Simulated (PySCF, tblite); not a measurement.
# C₅H₇F₃: a rotation path, then NMR shifts on frames, part 2 of 2

tblite 0.8.0 and PySCF 2.14.0. Atoms count from 0. Earlier steps stand in the parts before.

### 5 NMR shieldings: image 4, PBE0/pcSseg-1

What the job is given:

```
{"job": {"kind": "nmr", "xc": "PBE0", "basis": "pcSseg-1", "pop": false}, "charge": 0, "multiplicity": 1}
C     -1.856800    -0.785500     0.145900
C     -0.567000    -0.101900     0.516100
C     -0.248200     1.265700     0.009900
C      0.500000     0.076400    -0.534700
C      1.946700    -0.114100    -0.167100
F      2.646800    -0.653700    -1.178100
F      2.127400    -0.930100     0.888300
F      2.574100     1.032200     0.154100
H     -1.733900    -1.865800     0.179500
H     -2.642900    -0.509600     0.845900
H     -2.167300    -0.505000    -0.857200
H     -0.214100    -0.344900     1.511000
H      0.293400     1.940300     0.655100
H     -0.952200     1.755000    -0.645500
H      0.289700    -0.251100    -1.545000
```

Method: GIAO PBE0/pcSseg-1 NMR shielding, non-relativistic, gas phase.

Standard output:

```text
coarse grid: 13032 points
cycle   1  E = -493.4964648892  dE =  1.254e+00  |g| = 8.943e-01  |ddm| = 3.319e+00
cycle   2  E = -493.3686315538  dE =  1.278e-01  |g| = 1.306e+00  |ddm| = 1.120e+00
cycle   3  E = -493.6363431751  dE = -2.677e-01  |g| = 6.681e-02  |ddm| = 6.865e-01
cycle   4  E = -493.6370435400  dE = -7.004e-04  |g| = 3.811e-02  |ddm| = 8.023e-02
cycle   5  E = -493.6373661363  dE = -3.226e-04  |g| = 4.837e-03  |ddm| = 3.317e-02
cycle   6  E = -493.6373708553  dE = -4.719e-06  |g| = 1.356e-03  |ddm| = 6.052e-03
final grid: 128456 points
cycle   7  E = -493.7048350562  dE = -5.707e-05  |g| = 8.476e-03  |ddm| = 3.401e-02
cycle   8  E = -493.7048259228  dE =  9.133e-06  |g| = 1.113e-02  |ddm| = 1.590e-02
cycle   9  E = -493.7048516781  dE = -2.576e-05  |g| = 8.018e-04  |ddm| = 8.509e-03
cycle  10  E = -493.7048517790  dE = -1.009e-07  |g| = 2.642e-04  |ddm| = 6.414e-04
cycle  11  E = -493.7048517903  dE = -1.133e-08  |g| = 6.963e-05  |ddm| = 2.198e-04
cycle  12  E = -493.7048517913  dE = -1.028e-09  |g| = 1.665e-05  |ddm| = 7.315e-05
cycle  13  E = -493.7048517914  dE = -5.139e-11  |g| = 3.991e-06  |ddm| = 1.432e-05
converged SCF energy = -493.7048517914

GIAO shielding tensors (ppm)
atom      isotropic    diamagn.    paramagn.     s11        s22        s33       span
  0 C      166.720     245.041     -78.321    150.157    160.050    189.954     39.796
  1 C      170.305     251.040     -80.736    139.124    166.800    204.989     65.865
  2 C      171.856     252.090     -80.234    145.440    168.129    201.999     56.560
  3 C      161.139     254.792     -93.653    124.367    140.190    218.859     94.493
  4 C       51.135     239.817    -188.682     42.222     51.443     59.739     17.517
  5 F      242.459     471.288    -228.829    159.415    228.015    339.948    180.533
  6 F      242.993     474.969    -231.976    164.923    225.963    338.094    173.171
  7 F      245.113     472.823    -227.710    166.007    228.452    340.880    174.873
  8 H       29.959      29.041       0.918     24.897     27.817     37.164     12.267
  9 H       30.058      28.214       1.844     25.141     27.197     37.835     12.693
 10 H       31.550      29.870       1.680     26.884     29.496     38.269     11.385
 11 H       30.409      32.223      -1.815     23.997     29.354     37.875     13.878
 12 H       30.636      31.478      -0.842     25.015     28.140     38.752     13.738
 13 H       31.151      31.656      -0.505     25.764     27.496     40.194     14.430
 14 H       30.487      32.511      -2.024     23.551     30.188     37.722     14.171
```

It took 59 s on 1 thread, shared host.

This run: δ C4 135.8, C3 25.8, C0 20.2, C1 16.6, H8 1.76, H9 1.66 ppm.

### 6 Shielding tensors: image 6, PBE0/pcSseg-1

What the job is given:

```
{"job": {"kind": "nmr", "xc": "PBE0", "basis": "pcSseg-1", "pop": false}, "charge": 0, "multiplicity": 1}
C     -1.856800    -0.759100     0.213200
C     -0.562900    -0.052100     0.522300
C     -0.243900     1.265200    -0.105900
C      0.502200     0.031800    -0.541100
C      1.942900    -0.136700    -0.152300
F      2.750600    -0.159300    -1.226700
F      2.175300    -1.289200     0.507000
F      2.401200     0.837500     0.649400
H     -1.743000    -1.833500     0.340200
H     -2.641800    -0.417400     0.885000
H     -2.165500    -0.564500    -0.810700
H     -0.209000    -0.207100     1.534500
H      0.298200     1.991700     0.479600
H     -0.947900     1.694600    -0.801600
H      0.296000    -0.394000    -1.515000
```

With the program's defaults for keys left out, this is: GIAO PBE0/pcSseg-1 NMR shielding, non-relativistic, gas phase.

Standard output:

```text
coarse grid: 13032 points
cycle   1  E = -493.4990222604  dE =  1.253e+00  |g| = 8.920e-01  |ddm| = 3.322e+00
cycle   2  E = -493.3726901593  dE =  1.263e-01  |g| = 1.301e+00  |ddm| = 1.114e+00
cycle   3  E = -493.6380720887  dE = -2.654e-01  |g| = 6.631e-02  |ddm| = 6.816e-01
cycle   4  E = -493.6387575658  dE = -6.855e-04  |g| = 3.788e-02  |ddm| = 7.902e-02
cycle   5  E = -493.6390758820  dE = -3.183e-04  |g| = 4.872e-03  |ddm| = 3.294e-02
cycle   6  E = -493.6390807056  dE = -4.824e-06  |g| = 1.342e-03  |ddm| = 6.153e-03
final grid: 128456 points
cycle   7  E = -493.7071205145  dE = -6.158e-05  |g| = 8.833e-03  |ddm| = 3.838e-02
cycle   8  E = -493.7071103684  dE =  1.015e-05  |g| = 1.166e-02  |ddm| = 1.654e-02
cycle   9  E = -493.7071382925  dE = -2.792e-05  |g| = 7.824e-04  |ddm| = 8.798e-03
cycle  10  E = -493.7071383895  dE = -9.695e-08  |g| = 2.771e-04  |ddm| = 6.427e-04
cycle  11  E = -493.7071384023  dE = -1.278e-08  |g| = 6.835e-05  |ddm| = 2.301e-04
cycle  12  E = -493.7071384032  dE = -9.860e-10  |g| = 1.651e-05  |ddm| = 7.162e-05
converged SCF energy = -493.7071384032

GIAO shielding tensors (ppm)
atom      isotropic    diamagn.    paramagn.     s11        s22        s33       span
  0 C      166.851     244.969     -78.118    150.053    160.379    190.121     40.069
  1 C      172.923     251.057     -78.135    143.424    167.137    208.206     64.782
  2 C      172.090     252.452     -80.362    146.253    168.262    201.755     55.502
  3 C      161.984     254.693     -92.709    125.241    144.305    216.407     91.167
  4 C       51.002     240.151    -189.149     41.065     51.308     60.632     19.567
  5 F      245.078     471.029    -225.951    155.597    235.782    343.856    188.259
  6 F      242.015     474.243    -232.229    153.178    233.373    339.494    186.316
  7 F      259.900     474.398    -214.498    175.767    259.771    344.161    168.394
  8 H       29.961      29.038       0.924     24.824     27.821     37.238     12.414
  9 H       30.032      28.228       1.804     25.071     27.174     37.850     12.778
 10 H       31.546      29.874       1.672     26.890     29.497     38.251     11.361
 11 H       30.641      32.267      -1.626     24.091     29.574     38.258     14.167
 12 H       30.516      31.562      -1.046     24.550     28.396     38.601     14.051
 13 H       31.178      31.683      -0.505     25.727     27.524     40.285     14.558
 14 H       30.583      32.377      -1.795     23.868     30.006     37.875     14.007
```

Run time: 56 s. Hardware: 1 thread, shared host.

This run: δ C4 135.9, C3 24.9, C0 20.1, C2 14.8, H8 1.76, H9 1.69 ppm.

### 7 Shielding tensors: image 8, PBE0/pcSseg-1

What the job is given:

```
{"job": {"kind": "nmr", "xc": "PBE0", "basis": "pcSseg-1", "pop": false}, "charge": 0, "multiplicity": 1}
C     -1.863800    -0.726100     0.275600
C     -0.561600    -0.012400     0.525300
C     -0.230300     1.245400    -0.212700
C      0.503200    -0.027300    -0.538800
C      1.938900    -0.157300    -0.135200
F      2.778700     0.336500    -1.064900
F      2.303300    -1.440800     0.045400
F      2.226700     0.480600     1.009000
H     -1.766500    -1.786200     0.500200
H     -2.642900    -0.311300     0.911600
H     -2.169900    -0.617000    -0.761700
H     -0.209600    -0.083100     1.547500
H      0.315500     2.021100     0.301900
H     -0.929600     1.612900    -0.947300
H      0.303500    -0.527100    -1.477700
```

Method: GIAO PBE0/pcSseg-1 NMR shielding, non-relativistic, gas phase.

Standard output:

```text
coarse grid: 13032 points
cycle   1  E = -493.5024079785  dE =  1.257e+00  |g| = 8.893e-01  |ddm| = 3.321e+00
cycle   2  E = -493.3784471121  dE =  1.240e-01  |g| = 1.293e+00  |ddm| = 1.105e+00
cycle   3  E = -493.6404582262  dE = -2.620e-01  |g| = 6.623e-02  |ddm| = 6.761e-01
cycle   4  E = -493.6411421126  dE = -6.839e-04  |g| = 3.753e-02  |ddm| = 7.840e-02
cycle   5  E = -493.6414538463  dE = -3.117e-04  |g| = 4.917e-03  |ddm| = 3.272e-02
cycle   6  E = -493.6414587870  dE = -4.941e-06  |g| = 1.339e-03  |ddm| = 6.266e-03
final grid: 128456 points
cycle   7  E = -493.7094466786  dE = -6.010e-05  |g| = 9.089e-03  |ddm| = 3.639e-02
cycle   8  E = -493.7094359117  dE =  1.077e-05  |g| = 1.199e-02  |ddm| = 1.713e-02
cycle   9  E = -493.7094655311  dE = -2.962e-05  |g| = 8.019e-04  |ddm| = 9.114e-03
cycle  10  E = -493.7094656329  dE = -1.018e-07  |g| = 2.815e-04  |ddm| = 6.584e-04
cycle  11  E = -493.7094656460  dE = -1.311e-08  |g| = 6.795e-05  |ddm| = 2.214e-04
cycle  12  E = -493.7094656469  dE = -9.479e-10  |g| = 1.741e-05  |ddm| = 7.157e-05
converged SCF energy = -493.7094656469

GIAO shielding tensors (ppm)
atom      isotropic    diamagn.    paramagn.     s11        s22        s33       span
  0 C      167.258     244.873     -77.616    151.011    160.680    190.082     39.071
  1 C      172.903     251.441     -78.538    144.035    166.405    208.270     64.235
  2 C      174.447     252.583     -78.136    147.871    170.608    204.862     56.991
  3 C      163.053     254.586     -91.533    127.405    147.933    213.819     86.414
  4 C       50.882     240.594    -189.712     40.475     50.782     61.389     20.913
  5 F      248.441     471.085    -222.644    154.793    245.360    345.170    190.377
  6 F      247.602     473.066    -225.464    153.624    244.632    344.549    190.925
  7 F      269.600     475.458    -205.858    182.801    278.670    347.329    164.529
  8 H       30.005      28.999       1.006     24.862     27.795     37.357     12.496
  9 H       30.052      28.240       1.812     25.083     27.214     37.859     12.776
 10 H       31.524      29.858       1.666     26.828     29.497     38.248     11.420
 11 H       30.539      32.347      -1.809     23.573     29.872     38.171     14.598
 12 H       30.741      31.542      -0.802     24.796     28.416     39.010     14.214
 13 H       31.283      31.752      -0.469     25.785     27.604     40.460     14.675
 14 H       30.705      32.191      -1.486     24.313     29.666     38.135     13.822
```

It took 56 s on 1 thread, shared host.

Key values: δ C4 136.0, C3 23.9, C0 19.7, C1 14.0, H8 1.71, H9 1.67 ppm.

### 8 Side by side: NMR shifts

Shifts (ppm) of some atoms, chosen among heavy atoms and hydrogens apart, with basis size and wall time:

```
  frame    C1    C2   H11   H12     F5     F7     F6  functions  time
image 0  14.0  12.5  1.18  0.99  -76.2  -77.7  -98.7        171  72 s
image 2  16.7  12.6  1.43  0.86  -74.0  -72.5  -89.0        171  60 s
image 4  16.6  15.1  1.31  1.08  -71.5  -74.2  -72.0        171  59 s
image 6  14.0  14.8  1.08  1.20  -74.1  -89.0  -71.1        171  56 s
image 8  14.0  12.5  1.18  0.98  -77.5  -98.7  -76.7        171  56 s
```

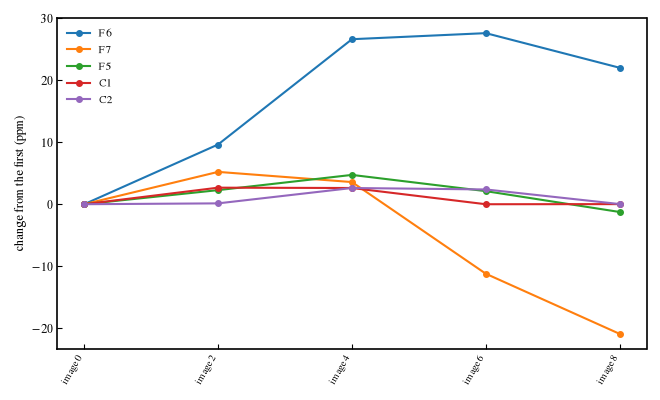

How five of the tabulated atoms move from run to run.

### 9 What came out

This closing draws on all 2 parts.

```
                                         quantity                                         value
                                          barrier            0.045 eV (1.0 kcal/mol) at image 4
                            end to end (GFN2-xTB)                                      0.000 eV
  ¹³C shifts against TMS (PBE0/pcSseg-1, image 0)             136.0, 23.9, 19.7, 14.0, 12.5 ppm
   ¹H shifts against TMS (PBE0/pcSseg-1, image 0)  1.72, 1.67, 1.18, 1.01, 0.99, 0.42, 0.20 ppm
¹⁹F shifts against CFCl3 (PBE0/pcSseg-1, image 0)                       -76.2, -77.7, -98.7 ppm
                         range of the shift of F6                            -98.7 to -71.1 ppm
```

Along the band the dihedral turns by 119°, and the top (dihedral 145°) lies 1.0 kcal/mol above the start (GFN2-xTB, rough), so at room temperature this motion is fast. The top was not checked by a frequency run. Shifts at one fixed geometry are not the observed spectrum, which averages over the motion. Across the 5 runs the shift of F6 moves most, between -98.7 (image 0) and -71.1 ppm (image 6).
